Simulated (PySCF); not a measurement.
**Single-point calculation, with input and output: Si₂H₅O (charge −1)**

- system: Si₂H₅O, charge −1
- method: HF/3-21G, RHF (PySCF 2.14.0)

The geometry is that of the parent species in another charge or spin state. The geometry comes from this level: PBE0-D4/def2-TZVP.

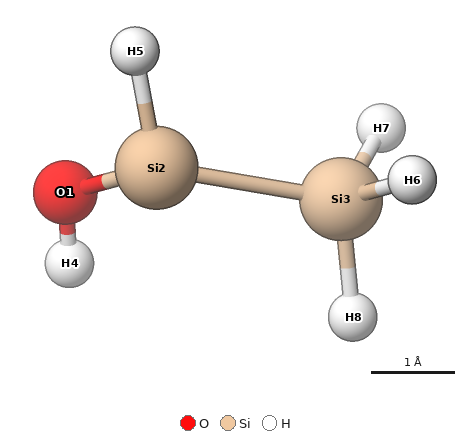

Figure 1. The structure (ball-and-stick view, seen at a tilt; atoms are numbered from 1 in the order of the input). Bond lengths as drawn: H–O 0.96 Å, H–Si 1.49 Å, O–Si 1.66 Å and Si–Si 2.34 Å.

Key numbers

- outcome: converged
- total energy: −652.104550 hartree
- basis functions: 45
- HOMO: −0.34 eV
- LUMO: 8.82 eV
- hardware: 1 thread of Intel Xeon @ 2.70GHz, 189 GiB of memory available, shared host
- wall time: 0.85 s
- peak memory: 0.1 GiB

Remarks

The record of the run, not the program, notes: dipole of an ion depends on the origin.

Input (run.py)
```python
from pyscf import gto, scf

mol = gto.M(
    atom='''
O   -0.929000   0.938400  -1.717100
Si   0.090400   1.134000  -0.425000
Si   0.314200  -0.774200   0.917600
H   -1.805900   0.598400  -1.530300
H    1.378700   1.582300  -1.024400
H    1.190000  -0.426800   2.069000
H    0.883900  -1.960400   0.216700
H   -1.030200  -1.148700   1.437600
''',
    verbose=4,
    max_memory=1860,
    basis='3-21g',
    charge=-1,
    spin=0,
)

mf = scf.RHF(mol)
mf.conv_tol = 1e-10
mf.kernel()
if not mf.converged:
    mf = mf.newton().run(mf.mo_coeff, mf.mo_occ)

energy = mf.e_tot
print('E(%s) = %.9f' % ('HF', energy))
```

Run as:
```bash
OMP_NUM_THREADS=1 python run.py
```

Output
```
PySCF version 2.14.0

[INPUT] num. atoms = 8
[INPUT] num. electrons = 42
[INPUT] charge = -1
[INPUT] spin (= nelec alpha-beta = 2S) = 0
[INPUT] symmetry False subgroup None
[INPUT] Mole.unit = angstrom
[INPUT] Symbol           X                Y                Z      unit          X                Y                Z       unit  Magmom
[INPUT]  1 O     -0.929000000000   0.938400000000  -1.717100000000 AA   -1.755555569721   1.773318995292  -3.244848728491 Bohr   0.0
[INPUT]  2 Si     0.090400000000   1.134000000000  -0.425000000000 AA    0.170831241661   2.142949425257  -0.803133602940 Bohr   0.0
[INPUT]  3 Si     0.314200000000  -0.774200000000   0.917600000000 AA    0.593751948338  -1.463025965638   1.734012691901 Bohr   0.0
[INPUT]  4 H     -1.805900000000   0.598400000000  -1.530300000000 AA   -3.412656408352   1.130812112940  -2.891847888422 Bohr   0.0
[INPUT]  5 H      1.378700000000   1.582300000000  -1.024400000000 AA    2.605365407938   2.990113646899  -1.935835442004 Bohr   0.0
[INPUT]  6 H      1.190000000000  -0.426800000000   2.069000000000 AA    2.248774088232  -0.806535109964   3.909843351725 Bohr   0.0
[INPUT]  7 H      0.883900000000  -1.960400000000   0.216700000000 AA    1.670328921503  -3.704619094597   0.409503651193 Bohr   0.0
[INPUT]  8 H     -1.030200000000  -1.148700000000   1.437600000000 AA   -1.946795853527  -2.170728399288   2.716670276675 Bohr   0.0

nuclear repulsion = 142.948479490699
number of shells = 29
number of NR pGTOs = 84
number of NR cGTOs = 45
basis = 3-21g
ecp = {}

******** <class 'pyscf.scf.hf.RHF'> ********
method = RHF
initial guess = minao
damping factor = 0
level_shift factor = 0
DIIS = <class 'pyscf.scf.diis.CDIIS'>
diis_start_cycle = 1
diis_space = 8
diis_damp = 0
SCF conv_tol = 1e-10
SCF conv_tol_grad = None
SCF max_cycles = 50
direct_scf = True
direct_scf_tol = 1e-13
Set gradient conv threshold to 1e-05
Initial guess from minao.
init E= -651.563081112731
  HOMO = -0.105680697915393  LUMO = 0.0592317700920622  gap/eV = 4.48750
cycle= 1 E= -652.035515865286  delta_E= -0.472  |g|= 0.532  |ddm|= 2.65
  HOMO = 0.0279379579758947  LUMO = 0.323573937464746  gap/eV = 8.04466
cycle= 2 E= -652.087902865569  delta_E= -0.0524  |g|= 0.303  |ddm|= 1.12
  HOMO = -0.0041235727969986  LUMO = 0.323536025686707  gap/eV = 8.91607
cycle= 3 E= -652.103823918507  delta_E= -0.0159  |g|= 0.0336  |ddm|= 0.395
  HOMO = -0.0143428171158768  LUMO = 0.323238238022111  gap/eV = 9.18605
cycle= 4 E= -652.104489917559  delta_E= -0.000666  |g|= 0.00717  |ddm|= 0.106
  HOMO = -0.0122202944140488  LUMO = 0.324043917273902  gap/eV = 9.15022
cycle= 5 E= -652.10453874678  delta_E= -4.88e-05  |g|= 0.00235  |ddm|= 0.0324
  HOMO = -0.012605498940228  LUMO = 0.323978105170849  gap/eV = 9.15891
cycle= 6 E= -652.10454781375  delta_E= -9.07e-06  |g|= 0.000841  |ddm|= 0.0185
  HOMO = -0.0126452927036667  LUMO = 0.323951087667586  gap/eV = 9.15925
cycle= 7 E= -652.104549426345  delta_E= -1.61e-06  |g|= 0.000275  |ddm|= 0.00883
  HOMO = -0.0126084499314518  LUMO = 0.32397489577868  gap/eV = 9.15890
cycle= 8 E= -652.104549597226  delta_E= -1.71e-07  |g|= 6.76e-05  |ddm|= 0.00304
  HOMO = -0.0126101482231795  LUMO = 0.323967877150453  gap/eV = 9.15875
cycle= 9 E= -652.104549604867  delta_E= -7.64e-09  |g|= 1.66e-05  |ddm|= 0.000616
  HOMO = -0.0126097821769697  LUMO = 0.323969717322486  gap/eV = 9.15879
cycle= 10 E= -652.104549605228  delta_E= -3.61e-10  |g|= 4.97e-06  |ddm|= 0.000125
  HOMO = -0.0126102561493635  LUMO = 0.323969551034343  gap/eV = 9.15880
cycle= 11 E= -652.104549605271  delta_E= -4.3e-11  |g|= 1.15e-06  |ddm|= 5.6e-05
  HOMO = -0.0126102238193879  LUMO = 0.323969614180468  gap/eV = 9.15880
```

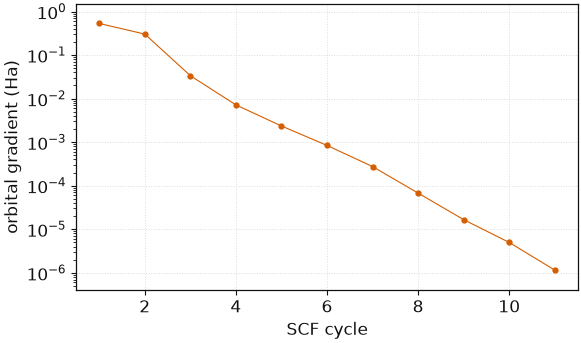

Figure 2. Convergence of the self-consistent field: orbital gradient against the SCF cycle. The residual falls at every step.

```
Extra cycle  E= -652.104549605269  delta_E= 1.36e-12  |g|= 5.99e-07  |ddm|= 8.78e-06
converged SCF energy = -652.104549605269
E(HF) = -652.104549605
```

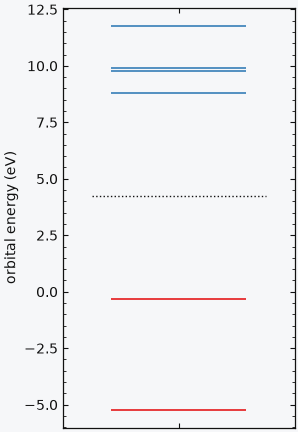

Figure 3. Orbital energies near the frontier; the dotted line parts filled from empty levels, and levels within 0.02 eV of each other stand side by side. Highest filled −0.34 eV, lowest empty 8.82 eV, 9.16 eV apart.
